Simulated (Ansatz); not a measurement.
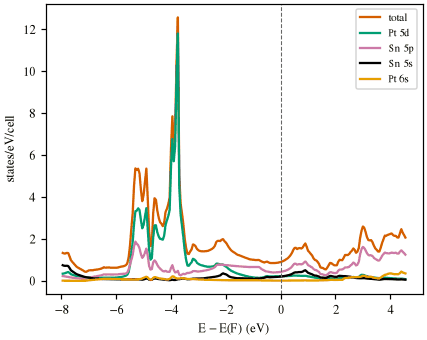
Total and projected density of states of Sn$_{2}$Pt (fluorite or antifluorite type, Fm-3m), r²SCAN in the plane-wave PAW code Ansatz

**Question.** Which orbitals carry the states next to the Fermi level?

**Answer.** Within 0.5 eV of the Fermi level: Sn 5p 49 %, Sn 5s 23 %, Pt 5d 22 %, outside the projected shells 5 %. Projections are on Löwdin-orthogonalised atomic valence shells; empty p or d shells of many metals are not among them.

**Question.** Where is the tallest occupied peak in this window, and what makes it?

**Answer.** Near -3.8 eV, about 13 states/eV per cell; the largest projected share is Pt 5d.

The workflow started from a Materials Project entry (that database holds measured and hypothetical structures alike); the Crystallography Open Database files this formula in space group No. 225, but the cells were not matched. Whether it is the stable phase at ambient conditions was not checked. Symmetry was held in the r²SCAN relaxation; its stability against distortions is not shown here. No spin polarisation was allowed. Spin–orbit coupling is left out wherever it is not named.

Potentials: the later of the program's two PAW sets.
